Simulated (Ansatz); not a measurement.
# InPd (Pm-3m): a volume series of phonon spectra

Which modes of InPd drive its thermal expansion? The starting cell is a computed one from a database.

Main program and level: Ansatz 0.2.0; DFT PBEsol, scalar-relativistic, plane waves, PAW.

## Step 1: Set-up

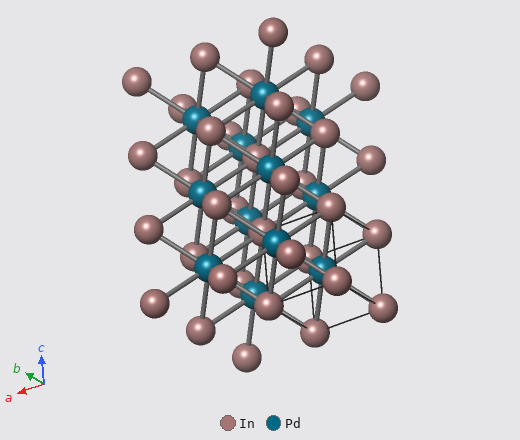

Start, viewed from a free direction; indium brown, palladium blue. 2×2×3 cells are drawn. Some periodic images of atoms are drawn too.

Structure file:

```cif
data_structure
_symmetry_space_group_name_H-M 'Pm-3m'
_symmetry_Int_Tables_number 221
_cell_length_a 3.2719
_cell_length_b 3.2719
_cell_length_c 3.2719
_cell_angle_alpha 90.000
_cell_angle_beta 90.000
_cell_angle_gamma 90.000
_cell_volume 35.03
loop_
_atom_site_label
_atom_site_type_symbol
_atom_site_symmetry_multiplicity
_atom_site_Wyckoff_symbol
_atom_site_fract_x
_atom_site_fract_y
_atom_site_fract_z
_atom_site_occupancy
In1 In 1 a 0.00000 0.00000 0.00000 1
Pd1 Pd 1 b 0.50000 0.50000 0.50000 1
```

## Step 2: A first coarse run

Before spending time, one coarse run tells the gap and the pressure of the starting cell.

Input file input.yaml:

```yaml
crystal:
  lattice:
    - [3.27188478, 0.0, 0.0]
    - [0.0, 3.27188478, 0.0]
    - [0.0, 0.0, 3.27188478]
  atoms:
    - { symbol: In, position: [0.0, 0.0, 0.0] }
    - { symbol: Pd, position: [0.5, 0.5, 0.5] }
kpoints:
  mp_grid: { grid: [6, 6, 6] }
hamiltonian:
  xc: pbesol
scf:
  occupations: { method: gaussian, width: 0.1 }
  lower_state_search: "off"
output:
  forces: true
  stress: true
  eigenvalues: true
```

Started as:

```
ansatz run input.yaml --threads 4 --pin off --max-ram 8192MiB --backend cpu --events-out ev --progress --plain --runs-dir out
```

Numbers of over 12 decimals in the logs are rounded to 6 here.

The log of the run:

```text
Engine: ansatz 0.2.0, aarch64-unknown-linux-gnu
Pseudopotentials: kind: paw
Pseudopotential: In, paw, valence charge 13, recommended cutoff 420 eV (normal), In.paw.azcp
Pseudopotential: Pd, paw, valence charge 18, recommended cutoff 420 eV (normal), Pd.paw.azcp
Functional definition: PBEsol
  exchange = pbesol_x
  correlation = pbesol_c
Crystal: 2 atoms, lattice volume = 35.026 Å³
Basis set: ecut = 420 eV, 691 PW (Γ), exchange–correlation on 48×48×48 points (8 copies of the dense FFT grid, shifted against one another)
Bands: 20, of which v1, the nominal top of the filled ones, is band 16 counted from 1 (15 counted from 0)
Symmetry: 48 space group operations
Space group: Pm-3m (ITA 221), of the structure as read, at distance tolerance 3.3e-5 Å
k-points: 20 of 216
Non-local potential: In, projectors of the file, l = 0: 2, l = 1: 2, l = 2: 2, l = 3: 2
Non-local potential: Pd, projectors of the file, l = 0: 2, l = 1: 2, l = 2: 2, l = 3: 1
PAW form: soft (Blöchl's): semilocal exchange-correlation on the pseudo side does not see the compensation charge
PAW frozen core: In, regenerated for the run's functional, and the local potential with it (the file was generated under x = pbe(κ = 0.804, μ = 0.219515), c = pbe(β = 0.066725))
PAW frozen core: Pd, regenerated for the run's functional, and the local potential with it (the file was generated under x = pbe(κ = 0.804, μ = 0.219515), c = pbe(β = 0.066725))
PAW one-centre angular grid: In, 590 points (default); XC on 64 Gauss nodes
PAW one-centre angular grid: Pd, 590 points (default); XC on 64 Gauss nodes
Initial density: superposition of atomic densities (neutral atoms: chi_scale 0, normalization atom), corrected by the library's trained network
Initial wavefunctions: pseudopotential atomic-orbital guess
Functional: x = pbesol(κ = 0.804, μ = 0.123457), c = pbesol(β = 0.046)
SCF iter   1: F=—  HF=-12433.093336 eV  |F-HF|=—  |Δ(HF+E_count)|=         —  Δρ=9.57e-3  dr2=3.68e-2  ethr=1.77e-3  ⟨swp⟩=5.6  Hψ=1756  notcnv=0
preconditioner: auto → none  [insulator: Δε(μ)=0.222 eV  Ē_g=14.412 eV  σ=0.100 eV  W_gap=0.88  n_scr=6 (ndim 8)  ℏωp=30.1 eV  f_vac=0.000  D(μ)=0.45/eV (n_scr^D=0)  ε∞_Penn≈5.4]
SCF iter   2: F=—  HF=-12433.085820 eV  |F-HF|=—  |Δ(HF+E_count)|=   7.52e-3  Δρ=1.63e-3  dr2=1.12e-3  ethr=1.19e-4  ⟨swp⟩=2.4  Hψ=671  notcnv=0  defer=1
SCF iter   3: F=—  HF=-12433.085578 eV  |F-HF|=—  |Δ(HF+E_count)|=   2.42e-4  Δρ=5.82e-4  dr2=9.99e-5  ethr=3.63e-6  ⟨swp⟩=1.5  Hψ=411  notcnv=0  defer=2
SCF iter   4: F=—  HF=-12433.085563 eV  |F-HF|=—  |Δ(HF+E_count)|=   1.50e-5  Δρ=4.42e-5  dr2=3.66e-7  ethr=3.22e-7  ⟨swp⟩=2.8  Hψ=661  notcnv=0  defer=2
iter 5 did not close the SCF: its close was put off for the readings that it lacked (scf_convergence_deferred on its scf_iter line)
SCF iter   5: F=-12433.085563 eV  HF=-12433.085563 eV  |F-HF|=1.95e-8  |Δ(HF+E_count)|=   2.96e-7  Δρ=1.73e-5  dr2=5.60e-8  ethr=1.18e-9  ⟨swp⟩=2.0  Hψ=620  notcnv=0  defer=2
SCF iter   6: F=-12433.085563 eV  HF=-12433.085563 eV  |F-HF|=6.66e-10  |Δ(HF+E_count)|=   3.62e-8  Δρ=1.91e-6  dr2=5.09e-10  ethr=1.81e-10  ⟨swp⟩=3.9  Hψ=1507  notcnv=0
SCF 1 converged in 6 iterations: F = -12433.085563 eV  dr2 = 5.09e-10
  greatest PAW one-centre occupation: 0.999 electrons in one spin orbital (limit 2), on the Pd atom at site 1 (counted from 0), in its partial waves of l = 0
SCF converged after 6 iterations
Free energy (F): -12433.085563 eV
Harris-Foulkes:  -12433.085563 eV  (|F-HF|=6.66e-10)
Internal energy: -12433.083161 eV  (E = F + TS)
E sigma→0 (E₀):  -12433.084362 eV
Entropy (-TS):   -0.002402 eV (-1.201 meV/atom)
Fermi energy:    16.583625 eV
--- Per-component energies (eV) ---
  E_band       = -148.909536
  E_kinetic    = 759.878193
  E_local      = -2901.061050  (includes V_loc(G=0)·N_el)
  E_nonlocal   = 588.502082
  E_hartree    = 1175.761972
  E_xc         = -381.844374
  E_vxc        = -312.099705  (∫ρ·V_xc dr)
  E_paw        = -7770.943643  (= ΣΔE_a)
  E_vpaw       = -635.653439  (= ΣTr[D̂ρ^β])
  E_aug_tail   = 0.000242  (compensation charges beyond the density's cutoff)
  E_ewald      = -3903.915009
  E_core_change = 0.538427  (= ΣΔE_core)
  E_smearing   = -0.002402  (= −TS)
  E_closure    = -0.000000  (closes the sum)
  Σ components = -12433.085563   (vs F -12433.085563, Δ=0.00e0)
--- Forces (eV/Å), atoms counted from 1 ---
  atom   1  In    -0.00000000    -0.00000000    -0.00000000
  atom   2  Pd     0.00000000    -0.00000000     0.00000000
  max |Σ_I F_I| component: 3.73e-29 eV/Å
--- Stress (GPa, compression-positive) ---
       -2.674828       0.000000      -0.000000
        0.000000      -2.674828       0.000000
        0.000000       0.000000      -2.674828
  P = ⅓ Tr σ = -2.6748 GPa (-26.748 kbar)
--- Band table (eV; the first three rows and the last of 20) ---
  k-point 0: bands = [... 12 lower, 14.2700, 14.2700, 14.2700, 20.7489, 20.7489, 20.7489, 25.9171, 27.1569]
  k-point 1: bands = [... 12 lower, 13.9749, 13.9749, 14.2511, 18.4704, 21.5965, 21.5965, 26.4313, 27.0001]
  k-point 2: bands = [... 12 lower, 13.4890, 13.4890, 14.2131, 15.9855, 23.7191, 23.7191, 26.6491, 26.7016]
  k-point 19: bands = [... 12 lower, 14.8877, 14.8877, 16.4631, 20.3266, 20.3266, 20.3266, 20.9567, 20.9567]
```

The job ended after 0.37 s (4 threads of Arm Neoverse V2, shared host; peak memory 0.3 GiB; 1 s of CPU time).

Numbers from this step:

| Property | Result |
| --- | --- |
| pressure | -2.675 GPa |
| volume per atom | 17.51 Å³/atom |
| gap on the k-mesh | 0 eV |

The start is under -2.7 GPa at this level and looks like a metal on this mesh.

## Step 3: Relaxation

Phonons are second derivatives about a minimum, so cell and atoms are relaxed first, inside the symmetry of the start.

Changes to input.yaml since step 2:

```diff
@@ -9,3 +9,3 @@
 kpoints:
-  mp_grid: { grid: [6, 6, 6] }
+  mp_grid: { grid: [14, 14, 14] }
 hamiltonian:
@@ -19 +19,6 @@
   eigenvalues: true
+relax:
+  adjacent_minimum: "off"
+  f_tol: 0.005
+  max_steps: 80
+  cell: { stress_tol: 0.05 }
```

The log of the run:

```text
[...]
Crystal: 2 atoms, lattice volume = 35.026 Å³
Basis set: ecut = 420 eV, 691 PW (Γ), exchange–correlation on 48×48×48 points (8 copies of the dense FFT grid, shifted against one another)
Bands: 20, of which v1, the nominal top of the filled ones, is band 16 counted from 1 (15 counted from 0)
Symmetry: 48 space group operations
[...]
k-points: 120 of 2744
[...]
SCF iter   1: F=—  HF=-12433.119036 eV  |F-HF|=—  |Δ(HF+E_count)|=         —  Δρ=8.15e-3  dr2=2.42e-2  ethr=1.77e-3  ⟨swp⟩=5.7  Hψ=10605  notcnv=0
[...]
SCF iter   6: F=-12433.113766 eV  HF=-12433.113766 eV  |F-HF|=9.39e-10  |Δ(HF+E_count)|=   1.64e-8  Δρ=2.40e-6  dr2=1.36e-9  ethr=3.23e-10  ⟨swp⟩=6.0  Hψ=9641  notcnv=0
SCF 1 converged in 6 iterations: F = -12433.113766 eV  dr2 = 1.36e-9
[...]
relax step   1: F+E_penalty+E_count = -12433.11376589 eV  Δ(F+E_penalty+E_count) = +0.000e0 eV  max|allowed force component| = 1.574e-29 eV/Å  Δτ_max = 0.0000 Å  P = -2.948 GPa  Ω = 35.026 Å³  (6 SCF iters, dr2 threshold 1.00e-7 eV, accepted)
Crystal: 2 atoms, lattice volume = 33.083 Å³
Basis set: ecut = 420 eV, 619 PW (Γ), exchange–correlation on 48×48×48 points (8 copies of the dense FFT grid, shifted against one another)
[...]
iter 1 solved again at ethr=9.50e-5 eV; its pass at ethr=3.10e-3 eV (dr2=2.95e-2 eV) is discarded
[...]
SCF iter   6: F=-12433.104557 eV  HF=-12433.104557 eV  |F-HF|=8.93e-10  |Δ(HF+E_count)|=   1.23e-8  Δρ=2.12e-6  dr2=1.18e-9  ethr=1.54e-10  ⟨swp⟩=2.6  Hψ=8364  notcnv=0
SCF 2 converged in 6 iterations: F = -12433.104557 eV  dr2 = 1.18e-9
relax step   2: F+E_penalty+E_count = -12433.10455689 eV  Δ(F+E_penalty+E_count) = +9.209e-3 eV  max|allowed force component| = 1.052e-30 eV/Å  Δτ_max = 0.0000 Å  P = +5.121 GPa  Ω = 33.083 Å³  energy of the carried Pulay correction = +7.894e-4 eV  (6 SCF iters, dr2 threshold 2.00e-7 eV, rejected (line search))
Crystal: 2 atoms, lattice volume = 34.290 Å³
[...]
SCF iter   7: F=-12433.121578 eV  HF=-12433.121578 eV  |F-HF|=3.64e-12  |Δ(HF+E_count)|=  1.46e-10  Δρ=1.49e-7  dr2=2.06e-12  ethr=1.00e-12  ⟨swp⟩=4.8  Hψ=11465  notcnv=0
SCF 3 converged in 7 iterations: F = -12433.121578 eV  dr2 = 2.06e-12
relax step   3: F+E_penalty+E_count = -12433.12157836 eV  Δ(F+E_penalty+E_count) = -7.812e-3 eV  max|allowed force component| = 2.051e-29 eV/Å  Δτ_max = 0.0000 Å  P = -0.258 GPa  Ω = 34.290 Å³  energy of the carried Pulay correction = +2.937e-4 eV  (7 SCF iters, accepted)
[...]
relax step   4: F+E_penalty+E_count = -12433.12165874 eV  Δ(F+E_penalty+E_count) = -8.038e-5 eV  max|allowed force component| = 2.682e-29 eV/Å  Δτ_max = 0.0000 Å  P = +0.016 GPa  Ω = 34.221 Å³  energy of the carried Pulay correction = +3.216e-4 eV  (6 SCF iters, dr2 threshold 1.67e-7 eV, accepted)
[...]
SCF iter   6: F=-12433.121313 eV  HF=-12433.121313 eV  |F-HF|=3.64e-12  |Δ(HF+E_count)|=  3.64e-12  Δρ=1.08e-8  dr2=1.44e-14  ethr=1.00e-12  ⟨swp⟩=4.0  Hψ=9732  notcnv=0
SCF 5 converged in 6 iterations: F = -12433.121313 eV  dr2 = 1.44e-14
relax step   5: F+E_penalty+E_count = -12433.12131254 eV  Δ(F+E_penalty+E_count) = +3.462e-4 eV  max|allowed force component| = 1.630e-29 eV/Å  Δτ_max = 0.0000 Å  P = +0.023 GPa  Ω = 34.221 Å³  stress off target by 2.34e-2 GPa  SCF on the basis re-selected at this cell (its energy is not comparable with the rows above)  (6 SCF iters)
basis re-selected at this cell: Δ(F+E_penalty+E_count) = +3.462e-4 eV, ΔP = +0.008 GPa vs the last step (what re-selecting the basis moved, of the pressure what is left beyond the Pulay correction that the steps carried, after the strain that the cell walked since its last selection, with what the two solves' SCF thresholds leave and, on support functions, any second-order correction that the steps lacked; it is no m [...]
SCF converged after 6 iterations
Free energy (F): -12433.121313 eV
[...]
Internal energy: -12433.118062 eV  (E = F + TS)
E sigma→0 (E₀):  -12433.119687 eV
Entropy (-TS):   -0.003250 eV (-1.625 meV/atom)
Fermi energy:    17.142483 eV
[...]
--- Stress (GPa, compression-positive) ---
        0.023419       0.000000       0.000000
        0.000000       0.023419       0.000000
        0.000000       0.000000       0.023419
  P = ⅓ Tr σ = 0.0234 GPa (0.234 kbar)
--- Band table (eV; the first three rows and the last of 120) ---
  k-point 0: bands = [... 12 lower, 14.7575, 14.7575, 14.7575, 21.2911, 21.2911, 21.2911, 26.7312, 27.8272]
  k-point 1: bands = [... 12 lower, 14.6918, 14.6918, 14.7533, 20.7062, 21.4605, 21.4605, 26.9961, 27.7926]
  k-point 2: bands = [... 12 lower, 14.5190, 14.5190, 14.7416, 19.4605, 21.9446, 21.9446, 27.1638, 27.6927]
  k-point 119: bands = [... 12 lower, 15.4004, 15.4004, 17.0501, 20.8727, 20.8727, 20.8727, 21.5658, 21.5658]
--- Relaxed structure (4 steps of the walk, 3 accepted, 1 SCFs on fresh bases) ---
  F+E_penalty+E_count = -12433.12131254 eV   max|allowed force component| = 1.630e-29 eV/Å   (the final SCF, on the basis selected at the relaxed cell)
  cell:  # Å, volume = 34.2214 Å³
    - [3.246629, 0, 0]
    - [0, 3.246629, 0]
    - [0.0, 0.0, 3.246629]
  atoms:
    - { symbol: In, position: [0, 0, 0] }
    - { symbol: Pd, position: [0.500000, 0.500000, 0.500000] }
```

It took 5 s on 4 threads; peak memory 0.4 GiB.

Relaxation path:

```
step  energy less that of the first step (eV)  largest force component (eV/Å)  pressure (GPa)  volume (Å³)
   1                                   0.0000                          0.0000           -2.95        35.03
   2                                   0.0092                          0.0000            5.12        33.08
   3                                  -0.0078                          0.0000           -0.26        34.29
   4                                  -0.0079                          0.0000            0.02        34.22
  5*                                  -0.0075                          0.0000            0.02        34.22
```

Relaxation steps marked * repeat the geometry before them on a plane-wave basis chosen anew for their cell, so energy and pressure can jump there. Relaxation step 2 was tried and not accepted.

Forces are held to the 48 operations that the run works with; a distortion that breaks them can't arise in this run.

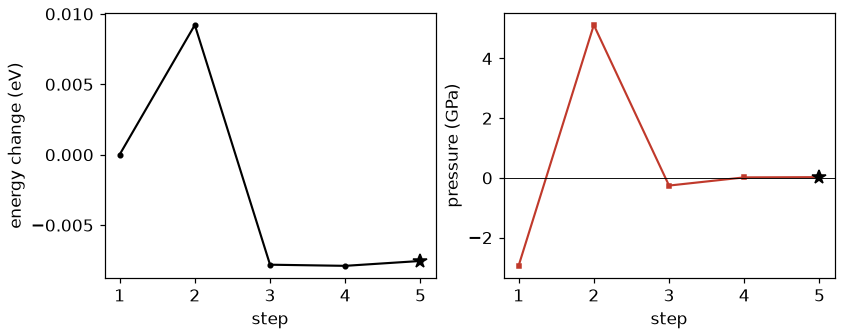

Energy and pressure along the relaxation. Stars mark steps on a basis chosen anew.

```
conventional cell, symmetrised  before  after  change
                         a (Å)   3.272  3.247  -0.8 %
                         b (Å)   3.272  3.247  -0.8 %
                         c (Å)   3.272  3.247  -0.8 %
              volume (Å³/atom)   17.51  17.11  -2.3 %
```

Final coordinates:

```xyz
2
Lattice="3.2466 0.0000 0.0000 0.0000 3.2466 0.0000 0.0000 0.0000 3.2466" Properties=species:S:1:pos:R:3 pbc="T T T"
In    0.0000    0.0000    0.0000
Pd    1.6233    1.6233    1.6233
```

This step gave:

- pressure: 0.02342 GPa
- volume per atom: 17.11 Å³/atom

The relaxation ends with a pressure of 0.02 GPa.

## Step 4: Relaxing to small residual forces and stress

The thresholds are tightened for a last relaxation ahead of the phonons, and where mesh or smearing change with them the cell follows.

Input file input.yaml:

```yaml
crystal:
  lattice:
    - [3.2466286229, 0.0, 0.0]
    - [0.0, 3.2466286229, 0.0]
    - [0.0, 0.0, 3.2466286229]
  atoms:
    - { symbol: In, position: [0.0, 0.0, 0.0] }
    - { symbol: Pd, position: [0.5, 0.5, 0.5] }
kpoints:
  mp_grid: { grid: [16, 16, 16] }
hamiltonian:
  xc: pbesol
scf:
  occupations: { method: methfessel_paxton, width: 0.2 }
  lower_state_search: "off"
output:
  forces: true
  stress: true
  eigenvalues: true
relax:
  adjacent_minimum: "off"
  f_tol: 0.001
  max_steps: 60
  cell: { stress_tol: 0.01 }
```

The log of the run:

```text
[...]
Crystal: 2 atoms, lattice volume = 34.221 Å³
Basis set: ecut = 420 eV, 691 PW (Γ), exchange–correlation on 48×48×48 points (8 copies of the dense FFT grid, shifted against one another)
Bands: 20, of which v1, the nominal top of the filled ones, is band 16 counted from 1 (15 counted from 0)
Symmetry: 48 space group operations
[...]
k-points: 165 of 4096
[...]
k-point 164: bands = [... 12 lower, 15.3927, 15.3927, 17.0409, 20.8641, 20.8641, 20.8641, 21.5567, 21.5567]
--- Relaxed structure (3 steps of the walk, 2 accepted, 1 SCFs on fresh bases) ---
[...]
cell:  # Å, volume = 34.2339 Å³
    - [3.247024, 0, 0.0]
    - [0, 3.247024, 0.0]
    - [0.0, 0.0, 3.247024]
  atoms:
    - { symbol: In, position: [0, 0, 0] }
    - { symbol: Pd, position: [0.5, 0.5, 0.5] }
[key lines of the parts left out:]
SCF converged after 5 iterations
Free energy (F): -12433.120178 eV
Fermi energy:    17.112372 eV
P = ⅓ Tr σ = 0.0000 GPa (0.000 kbar)
```

Wall time 4.9 s (4 threads); peak memory 0.42 GiB.

Little changed from the start: no atom moved by 0.005 Å and no cell edge by 0.1 %.

This step gave:

```
pressure        : 2.25e-5 GPa
volume per atom : 17.12 Å³/atom
```

The residual pressure is 2.3e-5 GPa, small enough for phonons.

[end of part 1 of 3]

[Logs are printed without paths, hosts, clocks, repeated set-up lines and the standing remarks that a program may print on its own settings, such as how far it seeks lower states.]

[Hosts, paths, dates, database ids (printed as entryN), source tags and the programs' standing remarks are cut or masked in the printed files.]

[A step with changed settings may run another functional than the one named; its input shows which.]

[Of the runs on displaced cells, only some may be shown.]
